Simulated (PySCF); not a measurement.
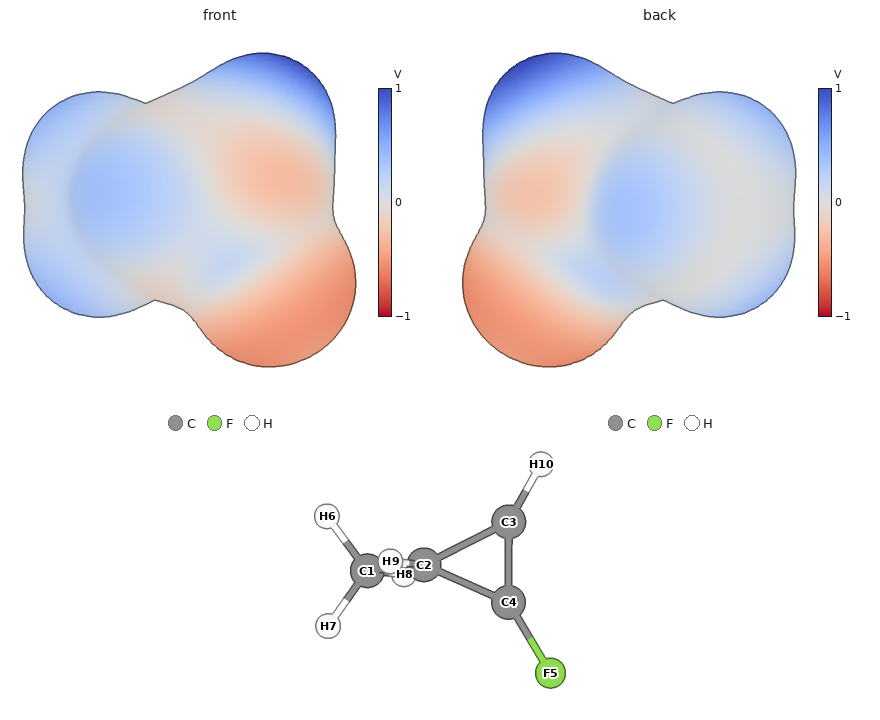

The picture shows: C4H5F. The molecular electrostatic potential painted on the density surface at 0.001 e/bohr³, seen from the front and from behind; red is negative and blue positive. The bare structure is drawn below in the same view.

Geometry: GFN2-xTB.

These are results of PBE0/pcSseg-1, SCF density, gas phase, non-relativistic (PySCF), not measurements.

```yaml
atoms:
  - { symbol: C, position_ang: [-1.2751, 0.0038, -0.2088] }
  - { symbol: C, position_ang: [0.0448, 0.0390, 0.5305] }
  - { symbol: C, position_ang: [1.2788, 0.6801, -0.1019] }
  - { symbol: C, position_ang: [1.2550, -0.6127, -0.0283] }
  - { symbol: F, position_ang: [1.8423, -1.7709, -0.2630] }
  - { symbol: H, position_ang: [-1.8540, 0.9004, 0.0053] }
  - { symbol: H, position_ang: [-1.8604, -0.8609, 0.0990] }
  - { symbol: H, position_ang: [-1.1093, -0.0533, -1.2821] }
  - { symbol: H, position_ang: [-0.0673, 0.0933, 1.6117] }
  - { symbol: H, position_ang: [1.7541, 1.5858, -0.3849] }
```

Question: Where is the surface potential most negative and most positive?

Answer: The most negative region (about −0.5 V) lies over F5, the most positive (about +1.0 V) over H10.

Question: What dipole moment does the calculation give?

Answer: Its dipole moment is 1.16 D.
